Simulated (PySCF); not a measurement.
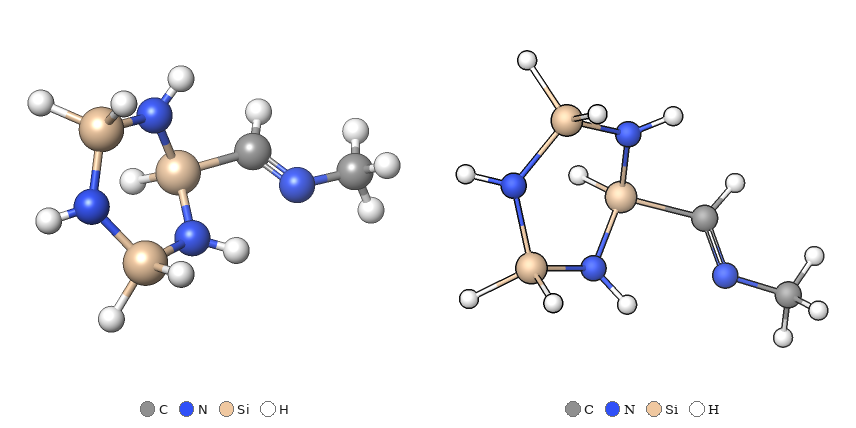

The same structure drawn twice, from different directions.

What is the molecular formula?

C2H12N4Si3, 21 atoms: 2 carbon, 12 hydrogen, 4 nitrogen and 3 silicon.

Does it have rings?

Independent rings (smallest set): 1 of 6 members.

Give the symmetry (Schoenflies symbol).

C1.

Count the bonded pairs by element.

6 N–Si, 5 Si–H, 4 C–H, 3 N–H, 2 C–N, 1 C–Si.

More results for the same structure follow; atom numbers are the same in all pictures, views and colours differ. The geometry was computed by an optimisation with PBE0-D3(BJ)/def2-SVP. No frequency run is at hand to confirm it as a minimum.

**NMR shielding**

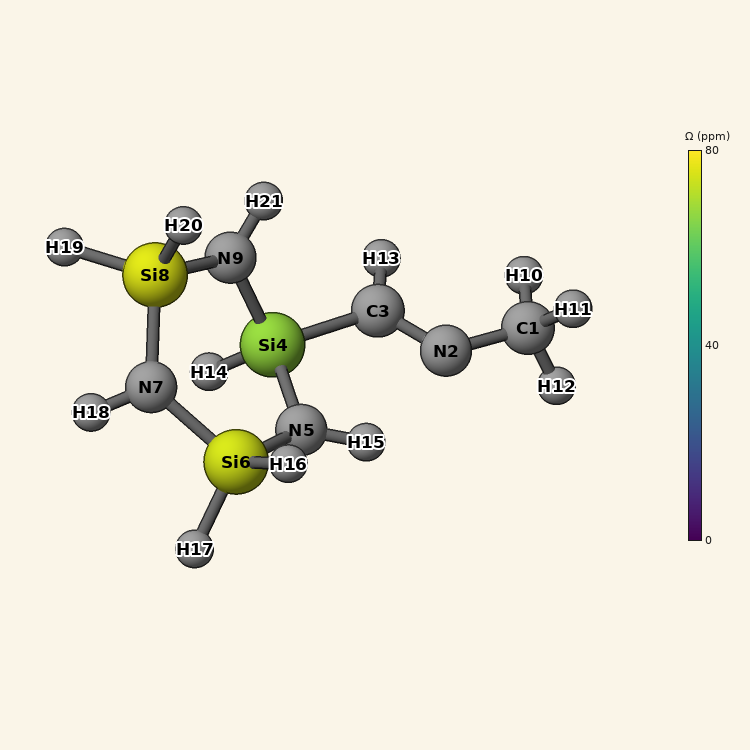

The Si atoms are coloured by the span of their shielding tensor. No frequency run is at hand to confirm it as a minimum. Properties computed with GIAO PBE0/pcSseg-1 NMR shielding, non-relativistic, gas phase (PySCF 2.14.0). Principal shieldings σ11 ≤ σ22 ≤ σ33, span Ω = σ33 − σ11, skew κ = 3(σiso − σ22)/Ω.

Give the shielding tensors of the Si atoms.

```tsv
atom	σ11	σ22	σ33	σiso	Ω	κ
Si4	355.3	395.1	422.6	391.0	67.2	−0.18
Si6	359.3	366.0	433.7	386.3	74.5	0.82
Si8	359.3	362.2	435.2	385.6	75.9	0.92
```

Shieldings and span in ppm.

**Core levels**

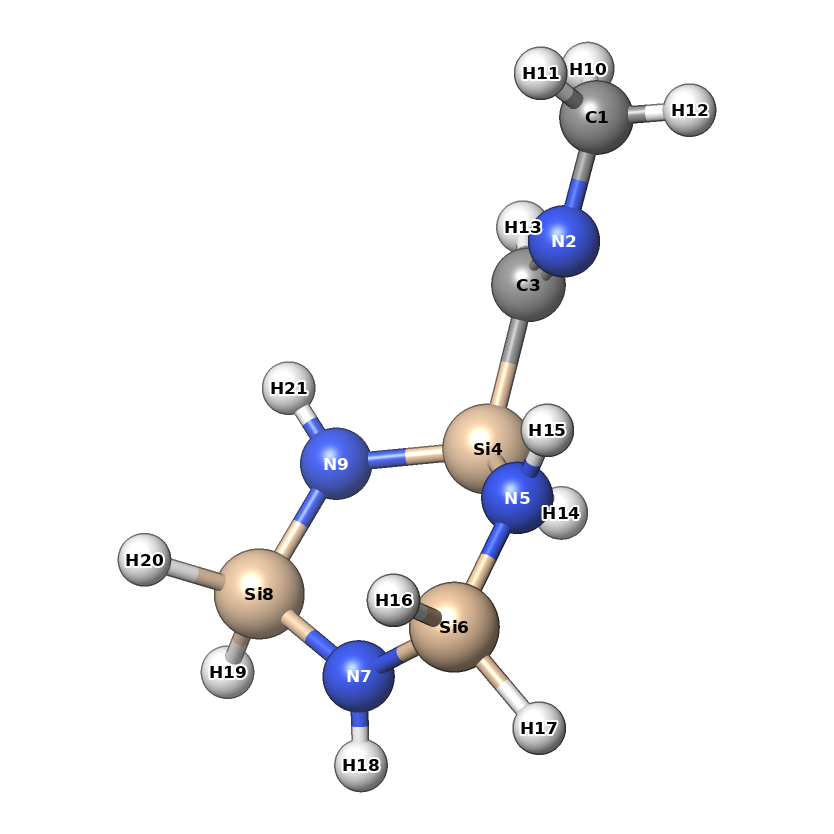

No frequency run is at hand to confirm it as a minimum. Method: delta-SCF UKS SCAN, pcX-2 on the ionised atom, pcseg-1 elsewhere, spin-free X2C (PySCF 2.14.0).

Give the core-electron binding energies (to vacuum; p and d levels without spin–orbit splitting) of C1 1s, N2 1s, C3 1s, Si4 1s, Si4 2p, N5 1s, Si6 1s, Si6 2p, N7 1s.

```
atom  level  binding energy (eV)
  C1     1s                291.5
  N2     1s                404.8
  C3     1s                291.0
 Si4     1s               1846.7
 Si4     2p                106.9
  N5     1s                403.5
 Si6     1s               1846.8
 Si6     2p                107.1
  N7     1s                404.0
```

**Ring current**

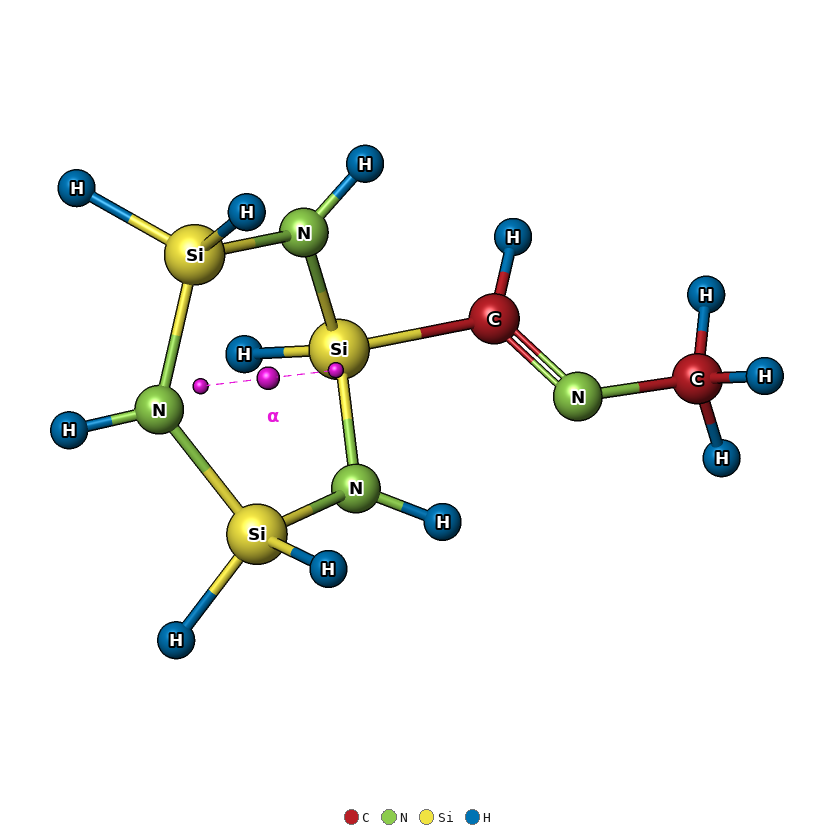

The small points mark where nucleus-independent chemical shifts (NICS) were computed: at the centre of each lettered ring and 1 Å above and below it. No frequency run is at hand to confirm it as a minimum. Method: GIAO PBE0/pcSseg-1 NMR shielding, non-relativistic, gas phase (PySCF 2.14.0).

Give NICS(0), NICS(1) and the out-of-plane component NICS(1)zz for each ring (means of the two sides).

| ring | members | NICS(0) | NICS(1) | NICS(1)zz |
| --- | --- | --- | --- | --- |
| α | Si3N3 | −2.4 | −1.2 | 4.1 |

Values in ppm.

What do the values say about the ring currents?

Ring α: weak, as in a non-aromatic ring. NICS is one index among several.
